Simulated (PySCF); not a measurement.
C4H14OSi2, SMILES CO[SiH2][SiH2]C(C)C at its GFN2-xTB optimised geometry (Å):

```
21

C      3.1938    -1.0108     0.0000
O      1.8018    -1.0108     0.0000
Si     0.8051     0.2727     0.0000
Si    -1.2075    -0.8360    -0.0058
C     -2.6322     0.4417    -0.0270
C     -2.6115     1.2786    -1.3021
C     -2.5829     1.3502     1.1973
H      3.5816    -0.5180    -0.8950
H      3.5358    -2.0463     0.0163
H      3.5828    -0.4897     0.8782
H      1.1188     1.1444    -1.1501
H      1.1148     1.1378     1.1562
H     -1.4263    -1.7201    -1.1662
H     -1.4400    -1.6937     1.1717
H     -3.5828    -0.1001    -0.0008
H     -2.6853     0.6430    -2.1818
H     -3.4458     1.9800    -1.3200
H     -1.6878     1.8513    -1.3688
H     -1.6620     1.9314     1.2049
H     -3.4217     2.0463     1.1989
H     -2.6268     0.7657     2.1137
```

Method: PBE/def2-SVP (PySCF). Cells within 0.4 Å of a nucleus heavier than hydrogen are left out (blank, or x).

Map of the log10 of the electron density (e/bohr³), floored at −4 on the plane z = 0.0 Å:

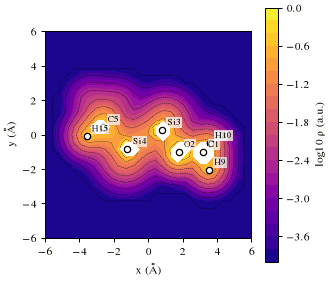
Figure: Log10 of the electron density (e/bohr³), floored at −4 on the plane z = 0.0 Å.
